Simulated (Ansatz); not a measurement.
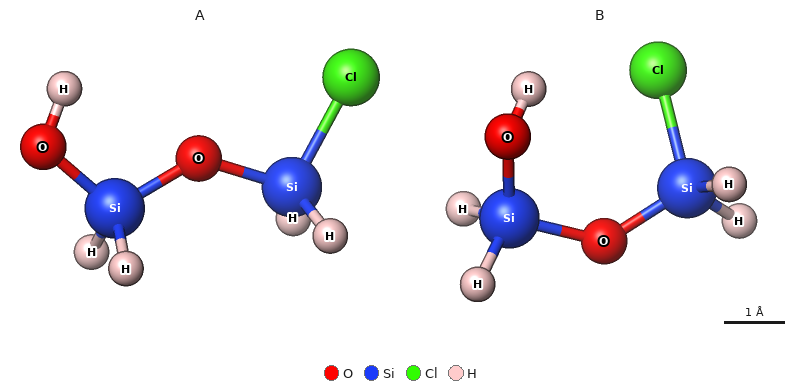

Two geometries of Si2H5O2Cl (coarse preliminary run), drawn at one scale. One is the start of a relaxation, the other its converged end. A ball-and-stick model, seen at a tilt.

All numbers below come from RKS PBE-D4/def2-SVP (Ansatz). (force threshold 0.03 eV/Å; at most 200 steps)

Q: Which geometry has the lower energy?

A: Structure B is the relaxed one. The start comes from a force field. After 32 accepted moves (37 points after the start) the energy has fallen by 10.4 kcal/mol. The largest force component goes from 3.1 to 0.029 eV/Å. The line search rejected the trial steps at points 3, 11, 15, 30, 31 of the run. The forces were under the threshold at step 26, but the run went on from there. The Cl atom moves most after the best rigid fit: 1.61 Å. Largest moves by element: Cl 1.61 Å, O 1.42 Å, H 1.08 Å, Si 0.21 Å. Near-neighbour distances that change, for instance: H–Si 1.421 → 1.496 Å, H–O 1.039 → 0.977 Å, O–Si 1.696 → 1.659 Å, O–Si 1.663 → 1.694 Å. Bond angles that change, for instance: O–Si–Cl 101.2° → 108.8°, H–Si–H 116.7° → 112.1°, H–Si–H 108.0° → 112.1°. Groups turn about O–Si by about 160°, O–Si by about 150°, O–Si by about 60°.
